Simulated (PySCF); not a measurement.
C$_{4}$H$_{5}$F$_{2}$NSi (SMILES N#C[C@H]([SiH3])/C(F)=C\F)

The calculation's input:

```
{"job": {"kind": "nmr", "xc": "PBE0", "basis": "pcSseg-1"}, "charge": 0, "multiplicity": 1}
N     -1.401952    -2.341493    -1.176020
C     -0.848290    -1.545036    -0.570997
C     -0.185023    -0.524124     0.187755
Si    -1.521351     0.776167     0.740010
C      0.875768     0.130703    -0.621438
F      0.448010     0.725320    -1.754616
C      2.166784     0.222222    -0.334056
F      2.665049    -0.335054     0.781121
H      0.275369    -0.983972     1.065771
H     -0.778964     1.788759     1.489950
H     -2.467475     0.041590     1.574448
H     -2.138146     1.320021    -0.463558
H      2.905831     0.725384    -0.936099
```

Launched as:

```sh
OMP_NUM_THREADS=1 python probes_run.py task.json out
```

Geometry: GFN2-xTB.

Level of theory: PBE0/pcSseg-1, SCF density, gas phase, non-relativistic in PySCF.

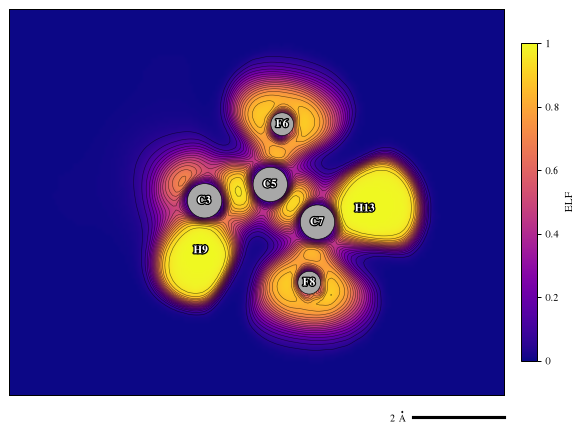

Figure 1. Electron localisation function on the plane of atoms C5, C7 and F8. Grey discs cover the atomic cores.

What does the map show?

The section cuts through C, F and H sites. C–C (1.33 Å): the ELF peaks at about 0.95 between the atoms; a short, multiple covalent bond. C–F (1.34 Å): the ELF peaks at about 0.85 between the atoms: a polar covalent bond. C–H (1.08 Å): the ELF climbs to about 1 towards the hydrogen, as it does in any bond to H; an ordinary covalent bond to hydrogen. C–C (1.49 Å): the ELF peaks at about 0.95 between the atoms, as expected for localised, covalent bonding. The ELF also peaks beside F8 and F6, away from the bonds: lone-pair regions.

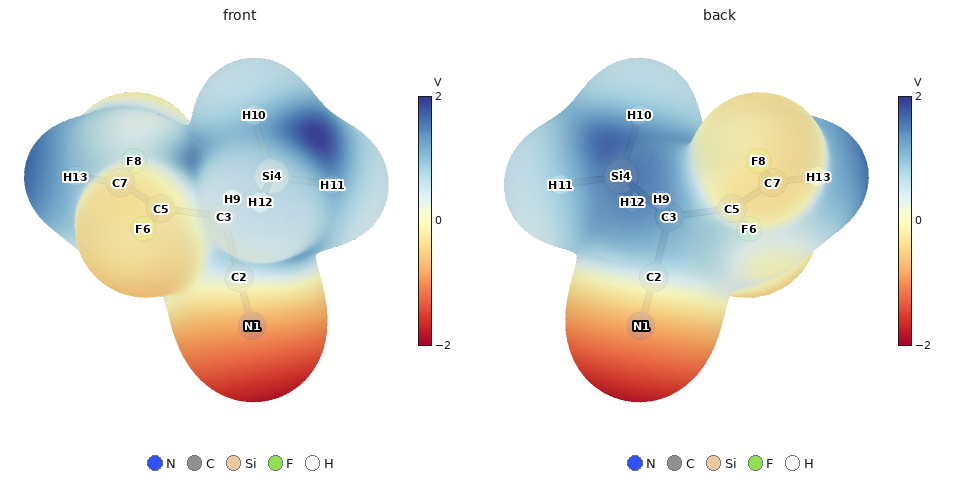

Figure 2. The molecular electrostatic potential painted on the density surface at 0.002 e/bohr³, seen from the front and from behind; red is negative and blue positive.

Where is the surface potential most negative and most positive?

The most negative region (about −1.8 V) lies over N1, the most positive (about +1.8 V) over Si4. N1 is the likeliest acceptor of a hydrogen bond.
